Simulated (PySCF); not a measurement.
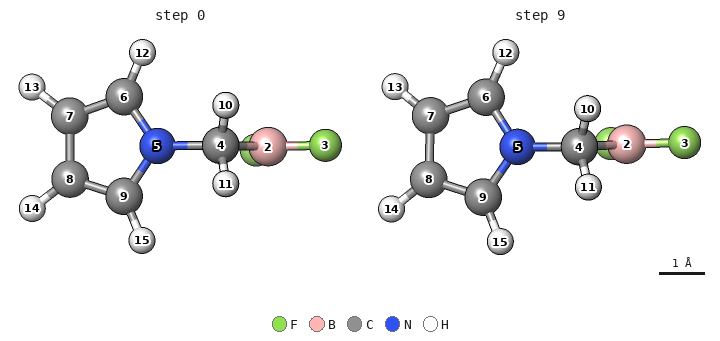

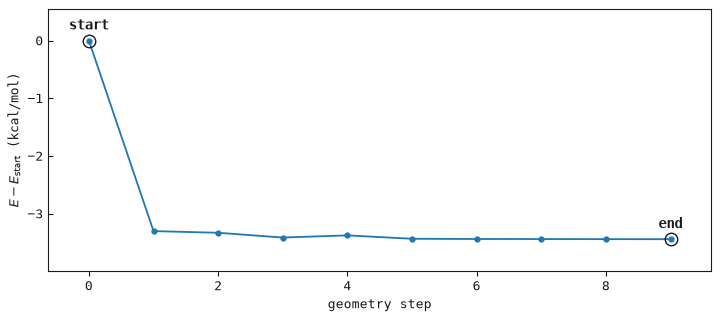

First and last geometry of a relaxation of C5H6BF2N, with the history of the run. A ball-and-stick model, seen face on.

The start comes from GFN2-xTB. Its atoms were then displaced at random by about 0.01 Å.

Theory: PySCF, PBE0-D3(BJ)/def2-SVP geometry optimisation, gas phase. 

> Read the history and describe the run.

It converged. The atom that moves furthest after the best rigid fit is an F atom (0.18 Å). Largest moves by element: F 0.18 Å, H 0.13 Å, B 0.06 Å, C 0.05 Å, N 0.05 Å. Some distances before and after: C–N 1.481 → 1.441 Å, C–H 1.112 → 1.088 Å, C–C 1.400 → 1.420 Å, C–C 1.361 → 1.379 Å. Bond angles that change, for instance: F–B–F 113.6° → 117.8°, F–B–C 126.1° → 122.6°, N–C–H 106.8° → 110.1°. The energy falls by 3.44 kcal/mol in 9 geometry steps.
